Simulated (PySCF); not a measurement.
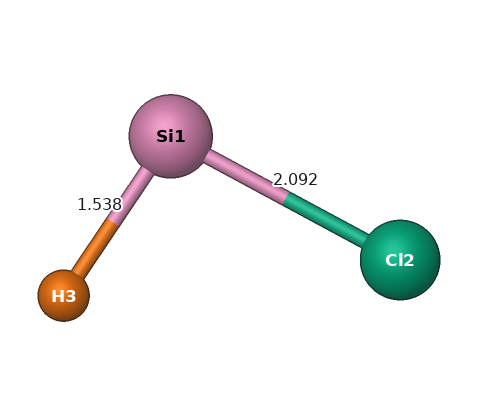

The numbers beside the sticks are distances in Å. Sticks don't show bond order. Computed geometry: PBE0-D3(BJ)/def2-SVP optimisation. No frequency run is at hand to confirm it as a minimum.

**Which of the marked bonds are single, double, triple or aromatic?**

Si1–Cl2 single; Si1–H3 single.

**Write the SMILES.**

[SiH]Cl
